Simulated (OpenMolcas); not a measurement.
# Energy and gradient calculation of C3H4O (part 2 of 2)

C3H4O; r2SCAN/def2-SVPD, RKS (OpenMolcas 26.06). The geometry comes from this level: PBE0-D4/def2-TZVP.

Geometry of the input (Å):
```
C  -0.6360  1.3838  -1.0881
C  -0.1120  0.6266  -0.3182
C  0.5169  -0.3288  0.5860
O  -0.2816  -1.4615  0.8475
H  -1.1032  2.0635  -1.7611
H  1.4956  -0.6136  0.1754
H  0.7004  0.1469  1.5526
H  -0.5801  -1.8168  0.0059
```

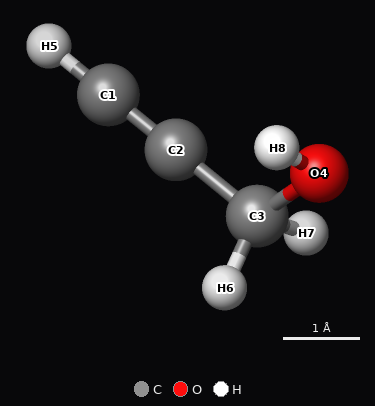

Figure 1. The structure (ball-and-stick view, seen at a tilt; atoms are numbered from 1 in the order of the input).

## The program's output, continued
```
      DFT functional specifications
      -----------------------------
      Using Libxc version: 6.2.2
      Please cite the following reference:
      S. Lehtola, C. Steigemann, M. J.T. Oliveira, and M. A.L. Marques.,  SoftwareX 7, 1–5 (2018) doi:10.1016/j.softx.2017.11.002

++    Optimization specifications:
      ----------------------------

      SCF Algorithm: Conventional
      D(i)-D(i-1) density differences are used
      Number of density matrices in core                 5
      Maximum number of NDDO SCF iterations            400
      Maximum number of HF SCF iterations              400
      Threshold for SCF energy change             1.00E-10
      Threshold for density matrix                1.00E-07
      Threshold for Fock matrix                   1.00E-07
      Threshold for linear dependence             1.00E-09
      Threshold at which DIIS is turned on        1.50E-01
      Maximum depth in the DIIS procedure                5
      Maximum depth in the BFGS Hessian update          30
      Threshold at which QNR/C2DIIS is turned on  7.50E-02
      Threshold for Norm(delta) (QNR/C2DIIS)      1.00E-05
      All orbitals punched on: SCFORB
--

      Input vectors read from INPORB
      Orbital file label: *Guess orbitals

++ Convergence information
                                   [...]      iterations: Energy and convergence statistics

Iter     Tot. [...]      One-elec.       Two-elec.     Energy      Max Dij or  Max Fij      DNorm      TNorm      AccCon     Time
         Energy          Energy          Energy        Change      Delta Norm                                                in Sec.
   1  -191.199871197  -484.131849135   190.407257387   0.00E+00    3.50E-01*   1.00E-01*    6.09E+00   1.46E+02   None         5.
   2  -191.139679645  -490.911436694   197.247036497   6.02E-02*   2.60E-01*   7.20E-02*    1.00E+01   1.49E+02   EDIIS        4.
   3  -191.488147205  -488.241331138   194.228463382  -3.48E-01*   3.38E-01*   6.99E-02*    4.62E+00   1.47E+02   EDIIS        4.
   4  -191.438407807  -488.161206664   194.198078306   4.97E-02*   5.17E-02*   3.60E-02*    2.04E+00   1.48E+02   EDIIS        4.
   5  -191.594136041  -487.546227886   193.427371293  -1.56E-01*   1.18E-01*   3.16E-02*    6.65E-01   1.47E+02   c2DIIS       4.
   6  -191.549149430  -489.267209953   195.193339972   4.50E-02*   6.58E-03*   1.83E-02*    1.01E+00   1.47E+02   c2DIIS       4.
   7  -191.614520889  -487.904647773   193.765406332  -6.54E-02*   2.52E-02*   2.54E-03*    1.38E-01   1.47E+02   QNRc2DIIS    4.
   8  -191.613943192  -488.290184351   194.151520609   5.78E-04*   1.92E-02*   6.33E-03*    1.23E-01   1.47E+02   QNRc2DIIS    4.
   9  -191.614709427  -488.097739397   193.958309419  -7.66E-04*   5.57E-03*   2.03E-03*    8.00E-02   1.47E+02   QNRc2DIIS    4.
  10  -191.614794119  -488.062260750   193.922746079  -8.47E-05*   3.21E-04*   6.02E-05*    2.80E-02   1.47E+02   QNRc2DIIS    4.
  11  -191.614794305  -488.060647440   193.921132584  -1.86E-07*   7.77E-05*   2.01E-05*    3.19E-03   1.47E+02   QNRc2DIIS    4.
  12  -191.614794317  -488.060503427   193.920988559  -1.15E-08*   3.79E-05*   9.64E-06*    6.75E-04   1.47E+02   QNRc2DIIS    4.
  13  -191.614794319  -488.061149974   193.921635104  -1.92E-09*   1.59E-05*   4.67E-06*    2.65E-04   1.47E+02   QNRc2DIIS    4.
  14  -191.614794320  -488.060874647   193.921359777  -7.05E-10*   1.57E-06    3.05E-07*    1.70E-04   1.47E+02   QNRc2DIIS    4.
  15  -191.614794320  -488.060879280   193.921364409  -3.07E-12    3.44E-07    7.27E-08     1.56E-05   1.47E+02   QNRc2DIIS    4.

       Convergence after  15 Iterations
--

 *****************************************************************************************************************************
 *                                             SCF/KS-DFT Program, Final results                                             *
 *                                                       Final Results                                                       *
 *****************************************************************************************************************************

::    Total KS-DFT energy                            -191.6147943196
      One-electron energy                            -488.0608792798
      Two-electron energy                             193.9213644091
      Nuclear repulsion energy                        102.5247205511
      Kinetic energy (interpolated)                   189.7530675089
      Virial theorem                                    1.0098113134
      Total spin, S(S+1)                                0.0000000000
      Total spin, S                                     0.0000000000
      Max non-diagonal density matrix element           0.0000002016
      Max non-diagonal Fock matrix element              0.0000000237

      All orbitals with orbital energies smaller than  E(LUMO)+0.5 are printed

++    Molecular orbitals:
      -------------------

      Title: RKS-DFT orbitals

      Molecular orbitals for symmetry species 1: a

          Orbital            1         2         3         4         5         6         7         8         9        10
          Energy          -18.9830  -10.1291  -10.0620  -10.0568   -0.9951   -0.7388   -0.6651   -0.5295   -0.4877   -0.4495
          Occ. No.          2.0000    2.0000    2.0000    2.0000    2.0000    2.0000    2.0000    2.0000    2.0000    2.0000

          Orbital           11        12        13        14        15        16        17        18        19        20
          Energy           -0.4309   -0.3381   -0.2784   -0.2656   -0.2521   -0.0141    0.0106    0.0321    0.0622    0.0778
          Occ. No.          2.0000    2.0000    2.0000    2.0000    2.0000    0.0000    0.0000    0.0000    0.0000    0.0000

          Orbital           21        22        23        24        25        26        27        28        29        30
          Energy            0.0996    0.1103    0.1392    0.1459    0.1610    0.1677    0.1944    0.2093    0.2219    0.2323
          Occ. No.          0.0000    0.0000    0.0000    0.0000    0.0000    0.0000    0.0000    0.0000    0.0000    0.0000

          Orbital           31        32        33        34        35        36        37        38        39        40
          Energy            0.2536    0.2648    0.2708    0.2819    0.3021    0.3089    0.3327    0.3462    0.3575    0.3605
          Occ. No.          0.0000    0.0000    0.0000    0.0000    0.0000    0.0000    0.0000    0.0000    0.0000    0.0000

          Orbital           41        42        43        44        45        46        47        48
          Energy            0.3768    0.3836    0.3945    0.4145    0.4193    0.4419    0.4561    0.4741
          Occ. No.          0.0000    0.0000    0.0000    0.0000    0.0000    0.0000    0.0000    0.0000

--

++    Molecular charges:
      ------------------

      Mulliken charges per centre and basis function type
      ---------------------------------------------------

                C1      C2      C3      O4      H5      H6      H7      H8
      1s       4.8289  2.7461  2.5344  3.8313  1.0411  0.9870  1.0326  0.7076
      2px      0.8204  0.8788  0.9115  1.6997  0.0096  0.0444 -0.0071  0.0236
      2pz      0.7554  0.6914  0.9902  1.4701  0.0116  0.0033  0.0571  0.0372
      2py      0.7076  0.6252  0.7906  1.4804  0.0032  0.0113  0.0186  0.0232
      3d2+    -0.0065  0.0246  0.0388  0.0133  0.0000  0.0000  0.0000  0.0000
      3d1+     0.0007 -0.0036  0.0393  0.0074  0.0000  0.0000  0.0000  0.0000
      3d0     -0.0084  0.0542 -0.0043  0.0028  0.0000  0.0000  0.0000  0.0000
      3d1-     0.0066 -0.0112  0.0103  0.0119  0.0000  0.0000  0.0000  0.0000
      3d2-    -0.0017  0.0168  0.0339  0.0086  0.0000  0.0000  0.0000  0.0000
      Total    7.1029  5.0224  5.3448  8.5256  1.0655  1.0459  1.1012  0.7916

      N-E     -1.1029  0.9776  0.6552 -0.5256 -0.0655 -0.0459 -0.1012  0.2084

      Total electronic charge=   30.000000

      Total            charge=   -0.000000
--

++    Molecular properties:
      ---------------------

      Charge (e):
                      =   -0.0000
      Dipole Moment (debye):
      Origin of the operator (angstrom)=   -0.1207   -0.0610    0.0658
                   X=  4.6132E-01               Y=  3.5111E-01               Z= -1.2543E+00           Total=  1.3818E+00
      Quadrupole Moment (debye*angstrom):
      Origin of the operator (angstrom)=   -0.1207   -0.0610    0.0658
                  XX= -2.3292E+01              XY= -9.9079E-01              XZ=  2.6658E+00              YY= -2.3070E+01
                  YZ=  1.2802E+00              ZZ= -2.3625E+01
      In traceless form (debye*angstrom)
                  XX=  5.4906E-02              XY= -1.4862E+00              XZ=  3.9987E+00              YY=  3.8857E-01
                  YZ=  1.9202E+00              ZZ= -4.4348E-01
--

--- Stop Module: scf /rc=_RC_ALL_IS_WELL_ ---
--- Module scf spent 1 minute 8 seconds ---

--- Start Module: alaska ---

                                              &ALASKA

                       available to each process: 1.9 GB of memory, 1 thread

                     Threshold for contributions to the gradient: 1.000E-07

                    ********************************************
                    * Symmetry Adapted Cartesian Displacements *
                    ********************************************

           Irreducible representation : a
           Basis function(s) of irrep: x, y, xy, Rz, z, xz, Ry, yz, Rx, I

 Basis Label        Type   Center Phase
   1   C1           x         1     1
   2   C1           y         1     1
   3   C1           z         1     1
   4   C2           x         2     1
   5   C2           y         2     1
   6   C2           z         2     1
   7   C3           x         3     1
   8   C3           y         3     1
   9   C3           z         3     1
  10   O4           x         4     1
  11   O4           y         4     1
  12   O4           z         4     1
  13   H5           x         5     1
  14   H5           y         5     1
  15   H5           z         5     1
  16   H6           x         6     1
  17   H6           y         6     1
  18   H6           z         6     1
  19   H7           x         7     1
  20   H7           y         7     1
  21   H7           z         7     1
  22   H8           x         8     1
  23   H8           y         8     1
  24   H8           z         8     1

                     No automatic utilization of translational and rotational invariance of the energy is employed.

 DFT contribution computed for a moving grid.

 Conventional ERI gradients!

 **************************************************
 *              Molecular gradients               *
 **************************************************

  Irreducible representation: a
 ------------------------------------------------------------------------------------------
                              X                       Y                       Z
 ------------------------------------------------------------------------------------------
  C1                1.03875969267198E-02   -1.48287258514168E-02    1.52520384117913E-02
  C2               -1.18805897485183E-02    1.62185648541751E-02   -1.71014266002734E-02
  C3                1.58580438292599E-03   -1.89040472954782E-03    1.42735032322516E-03
  O4                1.62755397055125E-03    3.06617467396197E-03   -3.63174656861798E-03
  H5                2.96831955772525E-03   -4.20057217320080E-03    4.23493093852234E-03
  H6               -5.24505349016025E-03    1.53373559877790E-03    1.68207994242797E-03
  H7               -1.28774300492018E-03   -2.19384181933036E-03   -4.88003934773484E-03
  H8                1.84411140568930E-03    2.29506944674140E-03    3.01681290065225E-03
 ------------------------------------------------------------------------------------------

--- Stop Module: alaska /rc=_RC_ALL_IS_WELL_ ---
--- Module alaska spent 10 seconds ---

.##################.
.# Happy landing! #.
.##################.

    Timing: Wall=84.55 User=76.11 System=8.39
```

## Key numbers

- outcome: converged
- total energy: −191.614794 hartree
- basis functions: 115
- largest force: 1.357 eV/Å
- HOMO: −6.86 eV
- LUMO: −0.38 eV
- dipole moment: 1.38 debye
- hardware: 1 thread of Arm Neoverse V1, 24 GiB of memory available, shared host
- wall time: 85 s
- peak memory: 0.7 GiB
